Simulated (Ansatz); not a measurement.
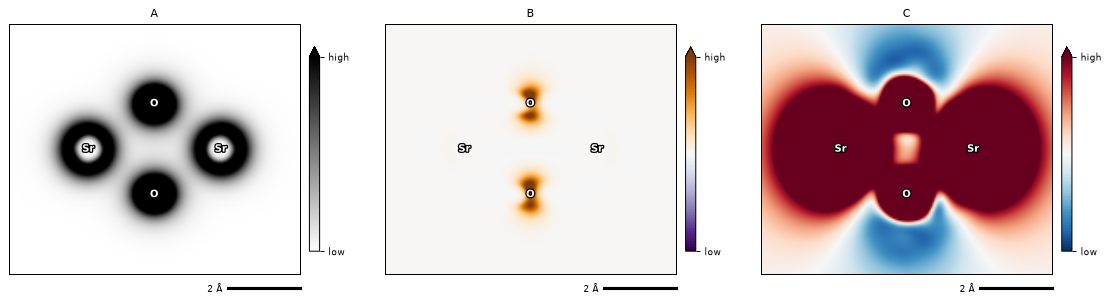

O₂Sr₂ (triplet): 3 fields on the molecular plane, with unlabelled colour scales.

Geometry: PBE-D4/def2-TZVP; core potentials replace the inner electrons of Sr.

These are results of Ansatz, UKS PBE0-D4/def2-TZVP, not measurements.

```csv
atom,x (Å),y (Å),z (Å)
Sr,-1.8053,0.3188,0.0872
Sr,1.8053,-0.3188,-0.0876
O,0.2173,1.2386,-0.0302
O,-0.2172,-1.2385,0.0306
```

### Which field does each panel show? The fields are: electron density, electrostatic potential and spin density.

Panel A: electron density. Panel B: spin density (confined to the atoms that carry the unpaired spin). Panel C: electrostatic potential (strongly positive close to the atoms, with negative regions outside electron-rich atoms). From the grid: Sr–O (2.22 Å): ρ at the midpoint is about 0.47 e/Å³. Sr–Sr (3.67 Å): the density is about 0.22 e/Å³ at the midpoint.
